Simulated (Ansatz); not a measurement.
# A failed many-body run on CuBiSeO (P4/nmm)

A first try at the G0W0 gap of CuBiSeO (P4/nmm), what the program said, and an input that works.

Method: G0W0 on r2SCAN, plane waves, PAW; PAW set soft_1, in Ansatz 0.2.0.

In doubt: one-shot GW on d or f shells is unsure, so the values of those runs are not to be relied on.

### Step 1. Starting point

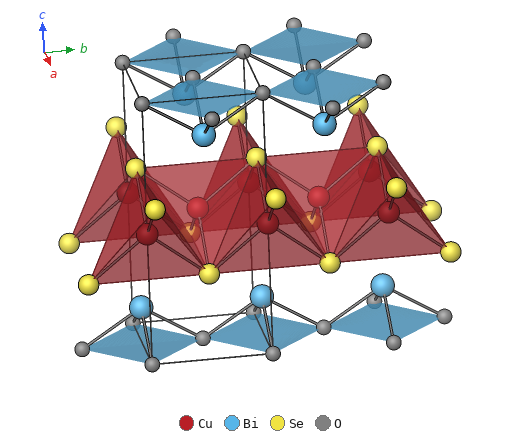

The starting structure, seen slightly off an axis (copper red, bismuth blue, selenium yellow, oxygen grey). 1×2×1 cells are drawn. Some periodic images of atoms are drawn too.

Structure file:

```cif
data_structure
_symmetry_space_group_name_H-M 'P4/nmm:1'
_symmetry_Int_Tables_number 129
_cell_length_a 3.9221
_cell_length_b 3.9221
_cell_length_c 8.9133
_cell_angle_alpha 90.000
_cell_angle_beta 90.000
_cell_angle_gamma 90.000
_cell_volume 137.11
loop_
_atom_site_label
_atom_site_type_symbol
_atom_site_symmetry_multiplicity
_atom_site_Wyckoff_symbol
_atom_site_fract_x
_atom_site_fract_y
_atom_site_fract_z
_atom_site_occupancy
Cu1 Cu 2 b 0.00000 0.00000 0.50000 1
Bi1 Bi 2 c 0.00000 0.50000 0.86006 1
Se1 Se 2 c 0.50000 0.00000 0.67313 1
O1 O 2 a 0.50000 0.50000 0.00000 1
```

Geometry: measured lattice cell, ions relaxed with r2SCAN; the structure entry is the Materials Project's. The runs that relaxed it are not among those shown. Spin-orbit coupling is left out unless a step names it.

### Step 2. First try

input.yaml reads:

```yaml
crystal:
  lattice:
    - [3.9221, 0.0, 0.0]
    - [0.0, 3.9221, 0.0]
    - [0.0, 0.0, 8.9133]
  atoms:
    - { symbol: Cu, position: [0.0, 0.0, 0.5] }
    - { symbol: Cu, position: [0.5, 0.5, 0.5] }
    - { symbol: Bi, position: [0.0, 0.5, 0.8600640231] }
    - { symbol: Bi, position: [0.5, 0.0, 0.1399359769] }
    - { symbol: Se, position: [0.5, 0.0, 0.6731283809] }
    - { symbol: Se, position: [0.0, 0.5, 0.3268716191] }
    - { symbol: O, position: [0.5, 0.5, 0.0] }
    - { symbol: O, position: [0.0, 0.0, 0.0] }
kpoints:
  mp_grid: { grid: [2, 2, 2] }
hamiltonian:
  xc: r2scan
  pseudopotentials: { kind: paw, azcp: { folder: soft_1 } }
scf:
  occupations: { method: fixed }
gw:
  n_empty_bands: 222
  ecut_chi: 80
  qp_bands: [v2, c2]
  qp_kpoints: band_edges
  screening: { model: contour_deformation }
```

On the command line:

```
$ ansatz run input.yaml --threads 3 --pin off --max-ram 92160MiB --backend cuda --events-out ev --progress --plain --runs-dir out --devices 1 --max-vram 13GiB
```

Numbers of over 12 decimals in the logs are rounded to 6 here.

Log:

```text
GPUs: using 1 of 1 available (devices: 1).
Engine: ansatz 0.2.0, x86_64-unknown-linux-gnu
Pseudopotentials: kind: paw
Pseudopotential: Cu, paw, valence charge 19, recommended cutoff 500 eV (meta_gga), soft_1/Cu.paw.azcp
Pseudopotential: Bi, paw, valence charge 15, recommended cutoff 500 eV (meta_gga), soft_1/Bi.paw.azcp
Pseudopotential: Se, paw, valence charge 16, recommended cutoff 500 eV (meta_gga), soft_1/Se.paw.azcp
Pseudopotential: O, paw, valence charge 6, recommended cutoff 500 eV (meta_gga), soft_1/O.paw.azcp
Functional definition: r2SCAN
  parameter k0 = 0.174
  parameter k1 = 0.065
  parameter a1 = 4.9479
  exchange = r2scan_x(k0 = k0, k1 = k1, a1 = a1)
  correlation = r2scan_c
device memory: the entry about to start is reckoned to put 3.1 GiB on a device that reports 50.7 GiB free (of which the cap on the GPU budget leaves the run 13.0 GiB)
GPU FFT provider: cuFFT
GPU libraries: cuBLAS 13.8.2, cuFFT 12.4.0, cuSOLVER 12.3.4
Crystal: 8 atoms, lattice volume = 137.112 Å³
Basis set: ecut = 500 eV, 3465 PW (Γ), exchange–correlation on 120×120×288 points (64 copies of the dense FFT grid, shifted against one another)
Bands: 68, of which v1, the nominal top of the filled ones, is band 56 counted from 1 (55 counted from 0)
Symmetry: 16 space group operations
Space group: P4/nmm (ITA 129), of the structure as read, at distance tolerance 5.2e-5 Å
k-points: 6 of 8
Non-local potential: Cu, projectors of the file, l = 0: 3, l = 1: 2, l = 2: 3, l = 3: 1
Non-local potential: Bi, projectors of the file, l = 0: 2, l = 1: 2, l = 2: 2, l = 3: 1
Non-local potential: Se, projectors of the file, l = 0: 2, l = 1: 2, l = 2: 3, l = 3: 1
Non-local potential: O, projectors of the file, l = 0: 2, l = 1: 2, l = 2: 1
PAW form: soft (Blöchl's): semilocal exchange-correlation on the pseudo side does not see the compensation charge
PAW frozen core: Cu, regenerated for the run's functional (the file was generated under x = pbe(κ = 0.804, μ = 0.219515), c = pbe(β = 0.066725))
PAW frozen core: Bi, regenerated for the run's functional (the file was generated under x = pbe(κ = 0.804, μ = 0.219515), c = pbe(β = 0.066725))
PAW frozen core: Se, regenerated for the run's functional (the file was generated under x = pbe(κ = 0.804, μ = 0.219515), c = pbe(β = 0.066725))
PAW frozen core: O, regenerated for the run's functional (the file was generated under x = pbe(κ = 0.804, μ = 0.219515), c = pbe(β = 0.066725))
PAW one-centre angular grid: Cu, 590 points (default); XC on 160 Gauss nodes
PAW one-centre angular grid: Bi, 590 points (default); XC on 160 Gauss nodes
PAW one-centre angular grid: Se, 590 points (default); XC on 160 Gauss nodes
PAW one-centre angular grid: O, 302 points (default); XC on 160 Gauss nodes
Initial density: superposition of atomic densities (chi_scale 0.1, normalization cell, long waves 63 % of neutral atoms (reshape's long-wave potential 1.63 eV rms, cloud 2.68 Å wide))
Initial wavefunctions: pseudopotential atomic-orbital guess
GPU buffer pool allocated for 64800 grid points (all kernels)
GPU transforms: local potential and band sums: pruned to the plane-wave sphere, on 30×30×72
Functional: x = r2scan, c = r2scan; τ floored in thin density (d = 2e-4 eV/Å³)
SCF iter   1: F=—  HF=-50189.477925 eV  |F-HF|=—  |Δ(HF+E_count)|=         —  Δρ=9.94e-2  dr2=4.69e1  dr2_τ=9.54e-2  ethr=3.10e-3  ⟨swp⟩=4.5  Hψ=1238  notcnv=0  defer=55
preconditioner: auto → Resta (q_TF=auto, 2.638 Å⁻¹)  ε∞=4.2  [insulator: Δε(μ)=0.155 eV  Ē_g=15.551 eV  n_scr=38 (ndim 8)  ℏωp=27.6 eV  f_vac=0.000  ε∞_Penn≈4.2]
SCF iter   2: F=—  HF=-50183.281121 eV  |F-HF|=—  |Δ(HF+E_count)|=    6.20e0  Δρ=8.24e-2  dr2=6.08e0  dr2_τ=5.07e-1  ethr=3.10e-3  ⟨swp⟩=3.0  Hψ=891  notcnv=0  defer=53
SCF iter   3: F=—  HF=-50182.555835 eV  |F-HF|=—  |Δ(HF+E_count)|=   7.25e-1  Δρ=3.42e-2  dr2=2.74e0  dr2_τ=4.46e-2  ethr=3.10e-3  ⟨swp⟩=2.0  Hψ=839  notcnv=0  defer=45
[...]
NSCF: frozen V_eff on 6 k-points
[...]
device memory: the entry about to start is reckoned to put 2.8 GiB on a device that reports 54.8 GiB free (of which the cap on the GPU budget leaves the run 13.0 GiB)
NSCF: frozen V_eff on 6 k-points
G₀W₀ screening: q 1/6
[... further progress lines ...]
SCF converged after 12 iterations
Free energy (F): -50182.289039 eV
Harris-Foulkes:  -50182.289039 eV  (|F-HF|=1.83e-8)
Internal energy: -50182.289039 eV  (E = F + TS)
E sigma→0 (E₀):  -50182.289039 eV
Fermi energy:    12.211972 eV
--- Per-component energies (eV) ---
  E_band       = -1730.561525
  E_kinetic    = 1584.784099
  E_local      = -20711.851426  (includes V_loc(G=0)·N_el)
  E_nonlocal   = 2031.819743
  E_hartree    = 9430.627392
  E_xc         = -713.647550
  E_vxc        = -866.216070  (∫ρ·V_xc dr)
  E_paw        = -29659.805400  (= ΣΔE_a)
  E_vpaw       = -2681.875578  (= ΣTr[D̂ρ^β])
  E_aug_tail   = 0.001685  (compensation charges beyond the density's cutoff)
  E_vtau       = 51.526152  (kinetic-family band-sum trace: ∫τ·v_τ [+ j·A + Jᵃ·Aᵃ] dr)
  E_ewald      = -12141.772690
  E_core_change = -2.444892  (= ΣΔE_core)
  E_smearing   = -0.000000  (= −TS)
  E_closure    = -0.000000  (closes the sum)
  Σ components = -50182.289039   (vs F -50182.289039, Δ=0.00e0)
--- Band table (eV; the first three rows and the last of 6) ---
  k-point 0: bands = [... 52 lower, 11.0243, 11.4779, 11.8739, 11.8739, 12.7829, 13.4529, 15.7374, 15.7374, ... 8 higher]
  k-point 1: bands = [... 52 lower, 11.0243, 11.5140, 12.2120, 12.2120, 12.7694, 12.8784, 14.9319, 14.9319, ... 8 higher]
  k-point 2: bands = [... 52 lower, 11.6065, 11.6065, 12.0022, 12.0022, 14.4863, 14.4863, 15.4690, 15.4690, ... 8 higher]
  k-point 5: bands = [... 52 lower, 10.4530, 10.4530, 11.2043, 11.2043, 14.1776, 14.1776, 15.0413, 15.0413, ... 8 higher]
--- G₀W₀: contour deformation, 8 samples at zero and on the imaginary axis and 1 off it, 8 q-points, 222 empty bands' worth ---
  eigenvalues of the whole cell's RPA ε∞ on this k-mesh (on a slab, of 1 + 4πα/V) = 14.0592, 59.0455, 59.0455; static W/v taken at q = 0 is -0.022299
  bands read: the sum over 278 bands ends inside a degenerate multiplet in 1 slot, whose members it reads at an even weight; the widest, k=1: bands 278 to 279 (counted from 1) at 1/2 each
  gw.qp_kpoints: band_edges: 6 of 6 stored k-points solved, in 1 pass; an edge of the gap read off the rows below is read off those points alone
  `?` marks the rows in doubt; gw_qp.tsv's column doubts and the gw_qp event give each row's grounds
    ik  band        ε_KS         Σx   Σc(E_QP)       V_xc       Z   E_QP_lin       E_QP  E_QP is
     0    55     11.8739   -30.6599     4.7770   -25.9733  0.6615    11.9634    11.9643  root
     0    56     11.8739   -30.6599     4.7770   -25.9733  0.6615    11.9634    11.9643  root
     0    57     12.7829   -11.1835    -3.6461   -14.9413  0.7347    12.8958    12.8946  root
     0    58     13.4529   -10.5768    -3.7000   -14.3755  0.7186    13.5528    13.5516  root
     1    55     12.2120   -31.4950     4.8053   -26.8056  0.6728    12.3266    12.3279  root
     1    56     12.2120   -31.4950     4.8053   -26.8056  0.6728    12.3266    12.3279  root
     1    57     12.7694    -9.5920    -3.8611   -13.5478  0.7421    12.8649    12.8641  root
     1    58     12.8784   -15.6786    -2.7087   -18.5217  0.7201    13.0146    13.0128  root
     2    55     12.0022   -32.7035     5.3913   -27.3970  0.6610    12.0862    12.0869  root
     2    56     12.0022   -32.7035     5.3913   -27.3970  0.6610    12.0862    12.0869  root
     2    57     14.4863   -11.1820    -3.9359   -15.3728  0.7249    14.7494    14.7412  root
     2    58     14.4863   -11.1820    -3.9359   -15.3728  0.7249    14.7494    14.7412  root
     3    55     11.9825   -32.5564     5.3688   -27.2692  0.6606    12.0635    12.0642  root
     3    56     11.9825   -32.5564     5.3688   -27.2692  0.6606    12.0635    12.0642  root
[...]
4    55     11.0253   -43.4145     7.9101   -35.6390  0.5991    11.1582    11.1598  root ?
     4    56     11.0253   -43.4145     7.9101   -35.6390  0.5991    11.1582    11.1598  root ?
[...]
4    58     13.1461   -14.7314    -2.7206   -17.5937  0.7299    13.2896    13.2877  root
     5    55     11.2043   -44.5328     7.9709   -36.7224  0.6018    11.3618    11.3648  root
     5    56     11.2043   -44.5328     7.9709   -36.7224  0.6018    11.3618    11.3648  root
     5    57     14.1776   -11.3952    -3.6238   -15.1485  0.7276    14.3088    14.3072  root
     5    58     14.1776   -11.3952    -3.6238   -15.1485  0.7276    14.3088    14.3072  root
```

Elapsed: 18 s, on 1 × NVIDIA H100 80GB HBM3 (shared by 6 runs) with 3 threads of AMD EPYC 7R13 (Zen 3), shared host; peak memory 1.5 GiB; 15 s of CPU time.

Q: What is the fault?

The run ended normally, though the input holds a fault or crude settings.

The fault: G0W0 on a mesh far too coarse. So few points can't sample the density or the screening, and the band edges may lie elsewhere in the zone.

It printed a gap of 0.54 eV, which is an artefact of the settings.

### Step 3. A better input

Now the one-shot GW correction: screening in the RPA, then the self-energy of the levels asked for. This step takes PAW set soft_1 files.

Edit input.yaml of step 2 so:

```diff
@@ -15,3 +15,3 @@
 kpoints:
-  mp_grid: { grid: [2, 2, 2] }
+  mp_grid: { grid: [4, 4, 2] }
 hamiltonian:
@@ -22,4 +22,4 @@
 gw:
-  n_empty_bands: 222
-  ecut_chi: 80
+  n_empty_bands: 409
+  ecut_chi: 120
   qp_bands: [v2, c2]
```

Log:

```text
GPUs: using 1 of 1 available (devices: 1).
[...]
GPU FFT provider: cuFFT
GPU libraries: cuBLAS 13.8.2, cuFFT 12.4.0, cuSOLVER 12.3.4
Crystal: 8 atoms, lattice volume = 137.112 Å³
Basis set: ecut = 500 eV, 3465 PW (Γ), exchange–correlation on 120×120×288 points (64 copies of the dense FFT grid, shifted against one another)
Bands: 68, of which v1, the nominal top of the filled ones, is band 56 counted from 1 (55 counted from 0)
[... 1 set-up line as in the run before ...]
[...]
k-points: 12 of 32
[...]
GPU buffer pool allocated for 64800 grid points (all kernels)
[...]
SCF iter   1: F=—  HF=-50190.386237 eV  |F-HF|=—  |Δ(HF+E_count)|=         —  Δρ=1.01e-1  dr2=4.84e1  dr2_τ=1.03e-1  ethr=3.10e-3  ⟨swp⟩=4.8  Hψ=2478  notcnv=0  defer=115
[...]
0    55     11.8481   -30.9947     4.5853   -26.4093  0.6941    11.8481    11.8480  root
     0    56     11.8481   -30.9947     4.5853   -26.4093  0.6941    11.8481    11.8480  root
     0    57     12.8093   -11.4220    -3.4502   -14.9672  0.7698    12.9048    12.9043  root
     0    58     13.4583   -10.7809    -3.5905   -14.4525  0.7656    13.5398    13.5394  root
     1    55     12.1668   -31.8015     4.6332   -27.1929  0.6986    12.1913    12.1914  root
     1    56     12.1668   -31.8015     4.6332   -27.1929  0.6986    12.1913    12.1914  root
     1    57     12.7858    -9.6906    -3.8209   -13.5600  0.7757    12.8344    12.8343  root
     1    58     12.9063   -15.8924    -2.4757   -18.5212  0.7547    13.0608    13.0595  root
[...]
10    55     11.0444   -43.6149     8.0010   -35.7419  0.6323    11.1712    11.1724  root
    10    56     11.0444   -43.6149     8.0010   -35.7419  0.6323    11.1712    11.1724  root
    10    57     13.1656   -14.7349    -2.6814   -17.5710  0.7565    13.3217    13.3204  root
    10    58     13.1656   -14.7349    -2.6814   -17.5710  0.7565    13.3217    13.3204  root
[key lines of the parts left out:]
SCF converged after 12 iterations
Free energy (F): -50183.140519 eV
Fermi energy:    12.197941 eV
```

Elapsed: 78 s, on 1 × NVIDIA H100 80GB HBM3 (shared by 6 runs) with 3 threads; peak memory 2 GiB; 2.2 min of CPU time.

This step gave:

```
bands summed                                 : 465
RPA ε∞ on this mesh (eigenvalues)            : 11.39, 19.86, 19.86
plane waves in the screening matrix          : 419
q-points in the mesh                         : 32
G0W0 gap on the mesh                         : 0.6177 eV
k of the valence top                         : 0, 0.25, -0.5
k of the conduction bottom                   : 0, 0, -0.5
starting gap on the mesh                     : 0.5878 eV
Z at the valence top                         : 0.6996
Z at the conduction bottom                   : 0.7757
least direct G0W0 gap on the computed points : 0.6429 eV
```

The gap on the mesh goes from 0.59 eV to 0.62 eV, a correction of +0.03 eV. Between the two edge states, bare exchange in place of the xc potential would open the gap by 8.48 eV, and correlation takes back 8.45 eV.

### Step 4. Results

```json
{"first try": "converged after 18 s", "better run": "G0W0 gap on the mesh 0.62 eV (4×4×2 mesh, 409 empty bands, screening to 120 eV, PAW set soft_1 files)"}
```

What this shows: The second run differs in: mesh, empty bands and screening cutoff (eV). Bands and cutoff are finite, so the gap is not at the basis limit. The miss can reach some tenths of an eV and take either sign; the mesh is an error of its own. The 4×4×2 mesh is coarse for this cell (its supercell is 16 Å along the shortest edge). The RPA ε∞ on it, from the r2SCAN start, is 11.39 and 19.86; such meshes misread the long-range screening, most where the gap is narrow. Where an edge is built on 6p states of lead, bismuth or thallium, scalar-relativistic gaps usually stand too wide, by a few tenths to over one eV. With atoms this heavy and so narrow a gap, spin-orbit coupling can invert the bands. These scalar-relativistic gaps are then model values, not to be set against experiment, and a spin-orbit change taken from DFT can't simply be added. A d shell, filled or nearly so, lies near the gap. One-shot GW converges very slowly in bands there, not always from below, and on a semilocal start the gap tends to come out low; starts rich in exact exchange can overshoot instead.

[Paths, hosts, dates, memory and timing lines, banners, echoed tables and standing remarks are left out of the program output.]

[Logs are printed without paths, hosts, clocks, repeated set-up lines and the standing remarks that a program may print on its own settings, such as how far it seeks lower states.]

[Runs of the session that timed out or met a known fault of the program may be left out.]

[Cells called generated may have been cut or substituted from an entry of the Crystallography Open Database or the Materials Project.]

[Hosts, paths, dates, database ids (printed as entryN), source tags and the programs' standing remarks are cut or masked in the printed files.]
